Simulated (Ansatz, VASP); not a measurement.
**Cross-check of SiW between VASP and Ansatz**

Wanted: the spread between two codes on one cell, functional and k mesh. The cell is invented: As first built, before any earlier steps moved the atoms: it takes the WC structure with some of its atoms replaced by other elements, volume scaled by an estimate. It may not be a known or stable phase. The cell comes out of the VASP series on this material, whose earlier steps may have relaxed, scaled or displaced it; both programs get it as it stands.

Program: Ansatz 0.2.0. Level of theory: plane waves, with VASP 6.6.1 beside it; band structure at HSEsol. Results are calculated unless marked as measured.

## Step 1: The structure

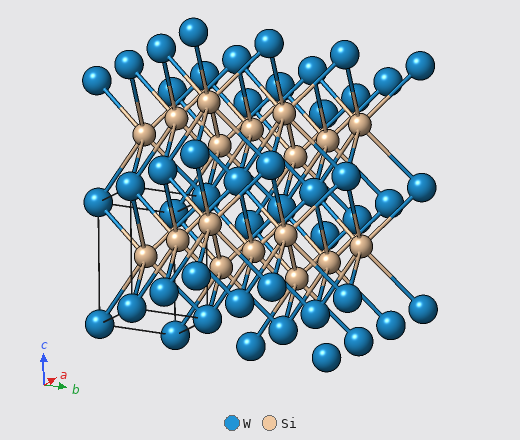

The cell as given, slightly off an axis (tungsten blue, silicon light orange). 3×3×2 cells are drawn. Bonds to atoms that aren't drawn are left out. Some periodic images of atoms are drawn too.

## Step 2: VASP: band structure, HSEsol

Levels along a path test the potential and the projectors away from the mesh points.

Lines of VASP's logs that name or quote its potential files are left out, and so is its time.

Contents of INCAR:

```
SYSTEM = SiW
PREC = Accurate
ENCUT = 400
EDIFF = 1E-06
NELM = 100
ISMEAR = 0
SIGMA = 0.02
LREAL = .FALSE.
ALGO = Normal
LHFCALC = .TRUE.
AEXX = 0.25
GGA = PS
HFSCREEN = 0.2
LASPH = .TRUE.
PRECFOCK = Fast
LORBIT = 11
LWAVE = .FALSE.
LCHARG = .FALSE.
KPAR = 4
```

Contents of POSCAR:

```
SiW
1.0
    3.1462339355     -0.0000000082      0.0000000000
   -1.5731174854      2.7247182678      0.0000000000
    0.0000000000      0.0000000000      3.4999919662
W Si
1 1
Direct
    0.0000000000      0.0000000000      0.0000000000
    0.6666666700      0.3333333300      0.5000000000
```

Contents of KPOINTS:

```
Automatic mesh
0
Gamma
5 5 4
0 0 0
```

Contents of KPOINTS_OPT:

```
Line mode
10
Line-mode
Reciprocal
  0.00000000   0.00000000   0.00000000 GAMMA
  0.50000000   0.00000000   0.00000000 M

  0.50000000   0.00000000   0.00000000 M
  0.33333333   0.33333333   0.00000000 K

  0.33333333   0.33333333   0.00000000 K
  0.00000000   0.00000000   0.00000000 GAMMA

  0.00000000   0.00000000   0.00000000 GAMMA
  0.00000000   0.00000000   0.50000000 A

  0.00000000   0.00000000   0.50000000 A
  0.50000000   0.00000000   0.50000000 L

  0.50000000   0.00000000   0.50000000 L
  0.33333333   0.33333333   0.50000000 H

  0.33333333   0.33333333   0.50000000 H
  0.00000000   0.00000000   0.50000000 A

  0.50000000   0.00000000   0.50000000 L
  0.50000000   0.00000000   0.00000000 M

  0.33333333   0.33333333   0.00000000 K
  0.33333333   0.33333333   0.50000000 H
```

The projector-augmented-wave data sets are W and Si (PBE family, release 64).

Run with:

```console
$ mpirun -np 4 vasp_std
```

Numbers of over 12 decimals in the logs are rounded to 6 here.

What it wrote:

```text
[banner, memory and clock lines left out]
running    4 mpi-ranks, on    1 nodes
 distrk:  each k-point on    1 cores,    4 groups
 distr:  one band on    1 cores,    1 groups

 POSCAR found type information on POSCAR W Si
 POSCAR found :  2 types and       2 ions
|                                                                             |
|               ----> ADVICE to this user running VASP <----                  |
|                                                                             |
|     You enforced a specific xc type in the INCAR file but a different       |
|     [... a line on the potential file left out ...]
|     I HOPE YOU KNOW WHAT YOU ARE DOING!                                     |
|                                                                             |

 LDA part: xc-table for (Slater+PW92), standard interpolation
 found WAVECAR, reading the header
 POSCAR, INCAR and KPOINTS ok, starting setup
 FFT: planning ... GRIDC
 FFT: planning ... GRID_SOFT
 FFT: planning ... GRID
 reading WAVECAR
 the WAVECAR file was read successfully
 initial charge from wavefunction
 entering main loop
       N       E                     dE             d eps       ncg     rms          rms(c)
DAV:   1    -0.223939055638E+02   -0.22394E+02   -0.90103E-01   270   0.151E+01    0.882E+00
DAV:   2    -0.223971747970E+02   -0.32692E-02   -0.11362E-02   339   0.853E-01    0.535E+00
DAV:   3    -0.223961649029E+02    0.10099E-02   -0.16233E-03   309   0.288E-01    0.312E+00
DAV:   4    -0.223959024100E+02    0.26249E-03   -0.39485E-04   308   0.138E-01    0.182E+00
DAV:   5    -0.223958330542E+02    0.69356E-04   -0.11857E-04   343   0.681E-02    0.108E+00
DAV:   6    -0.223957973883E+02    0.35666E-04   -0.33302E-05   324   0.392E-02    0.637E-01
DAV:   7    -0.223957828983E+02    0.14490E-04   -0.11894E-05   330   0.238E-02    0.378E-01
DAV:   8    -0.223957794667E+02    0.34316E-05   -0.46201E-06   285   0.137E-02    0.225E-01
DAV:   9    -0.223957792061E+02    0.26061E-06   -0.14312E-06   146   0.721E-03
   1 F= -.22395779E+02 E0= -.22395580E+02  d E =-.398224E-03
 Start KPOINTS_OPT (optional k-point list driver)
k-point batch [1-15\90]
       N       E                     dE             ncg
DAV:   1     0.115558225536E+04   -0.20740E+04      270
DAV:   2     0.595249588341E+03   -0.56033E+03      315
DAV:   3     0.537504207470E+03   -0.57745E+02      329
DAV:   4     0.535592602998E+03   -0.19116E+01      406
DAV:   5     0.535538473910E+03   -0.54129E-01      385
DAV:   6     0.535536769700E+03   -0.17042E-02      373
DAV:   7     0.535536736502E+03   -0.33197E-04      359
DAV:   8     0.535536735773E+03   -0.72984E-06      342
[...]
k-point batch [76-90\90]
       N       E                     dE             ncg
DAV:   1     0.105703350044E+04   -0.47443E+04      270
DAV:   2     0.543081292685E+03   -0.51395E+03      322
DAV:   3     0.501047969351E+03   -0.42033E+02      362
DAV:   4     0.499831801434E+03   -0.12162E+01      393
DAV:   5     0.499811276096E+03   -0.20525E-01      366
DAV:   6     0.499810938951E+03   -0.33715E-03      379
DAV:   7     0.499810932162E+03   -0.67886E-05      371
DAV:   8     0.499810932023E+03   -0.13867E-06      342
```

Parts of OUTCAR (step 2):

```text
ion  position               nearest neighbor table
   1  0.000  0.000  0.000-   2 2.52   2 2.52   2 2.52   2 2.52   2 2.52   2 2.52
   2  0.667  0.333  0.500-   1 2.52   1 2.52   1 2.52   1 2.52   1 2.52   1 2.52

  LATTYP: Found a hexagonal cell.
 ALAT       =     3.1462339355
 C/A-ratio  =     1.1124385656

 Subroutine GETGRP returns: Found 12 space group operations
 (whereof 12 operations were pure point group operations)

The static configuration has the point symmetry D_3h.

 Found     15 irreducible k-points:

   k-points           NKPTS =     15   k-points in BZ     NKDIM =    100   number of bands    NBANDS=      9

   dimension x,y,z NGX =    24 NGY =   24 NGZ =   24
   dimension x,y,z NGXF=    48 NGYF=   48 NGZF=   48

   ENCUT  =  400.0 eV  29.40 Ry    5.42 a.u.   5.13  5.13  5.71*2*pi/ulx,y,z

   NELECT =      10.0000    total number of electrons

 k-points in reciprocal lattice and weights: Automatic mesh
   0.00000000  0.00000000  0.00000000       0.010
   0.20000000  0.00000000  0.00000000       0.060
   0.40000000 -0.00000000  0.00000000       0.060
   0.20000000  0.20000000  0.00000000       0.060
   0.40000000  0.20000000  0.00000000       0.060
   0.00000000  0.00000000  0.25000000       0.020
   0.20000000  0.00000000  0.25000000       0.120
   0.40000000 -0.00000000  0.25000000       0.120
   0.20000000  0.20000000  0.25000000       0.120
[...]
0.20000000  0.20000000  0.50000000       0.060
   0.40000000  0.20000000  0.50000000       0.060

  exchange ACFDT corr.  =         0.00000000  see jH, gK, PRB 81, 115126

 average (electrostatic) potential at core
       1 -32.6299       2 -76.6786

 E-fermi :   8.3428

 k-point     1 :       0.0000    0.0000    0.0000
  band No.  band energies     occupation
      1      -5.4097      2.00000
      2       3.7239      2.00000
      3       6.3846      2.00000
      4       6.3846      2.00000
      5       8.2566      2.00000
      6       9.5668      0.00000
      7       9.5668      0.00000
      8      16.0489      0.00000
      9      16.0489      0.00000

 k-point     2 :       0.2000    0.0000    0.0000
  band No.  band energies     occupation
      1      -4.4330      2.00000
      2       4.0658      2.00000
      3       5.2271      2.00000
      4       5.9177      2.00000
      5       7.4309      2.00000
      6       9.1300      0.00000
      7      12.3990      0.00000
      8      12.5694      0.00000
      9      14.3912      0.00000

 k-point     3 :       0.4000   -0.0000    0.0000
  band No.  band energies     occupation
      1      -1.9827      2.00000
      2       2.1353      2.00000
      3       4.3437      2.00000
      4       4.6838      2.00000
      5       8.5153      0.00000
      6       9.7505      0.00000
      7      12.2046      0.00000
      8      12.6073      0.00000
      9      14.3413      0.00000

  energy-cutoff  :      400.00
  volume of cell :       30.00
      direct lattice vectors                 reciprocal lattice vectors
     3.146233936 -0.000000008  0.000000000     0.317840320  0.183505271  0.000000000
    -1.573117485  2.724718268  0.000000000     0.000000001  0.367010422  0.000000000
     0.000000000  0.000000000  3.499991966     0.000000000  0.000000000  0.285714942

 POSITION                                       TOTAL-FORCE (eV/Angst)
 -----------------------------------------------------------------------------------
      0.00000      0.00000      0.00000         0.000000      0.000000      0.000000
      1.57312      0.90824      1.75000        -0.000000     -0.000000      0.000000
 -----------------------------------------------------------------------------------
    total drift:                               -0.000010     -0.000053      0.000000

  FREE ENERGIE OF THE ION-ELECTRON SYSTEM (eV)
  ---------------------------------------------------
  free  energy   TOTEN  =       -22.3957792061 eV

  energy  without entropy=      -22.3953809822  energy(sigma->0) =      -22.39558009

 total charge
# of ion       s       p       d       tot
------------------------------------------
    1        0.644   0.643   4.535   5.822
    2        0.774   0.966   0.000   1.740
--------------------------------------------------
tot          1.418   1.609   4.535   7.562

[... 3 further parts left out ...]
```

[end of part 1 of 2]

[Lines on the potential files, build, host, timing and source positions are cut from VASP's logs without a mark.]

[Logs are printed without paths, hosts, clocks, repeated set-up lines and the standing remarks that a program may print on its own settings, such as how far it seeks lower states.]

[Hosts, paths, dates, database ids (printed as entryN), source tags and the programs' standing remarks are cut or masked in the printed files.]
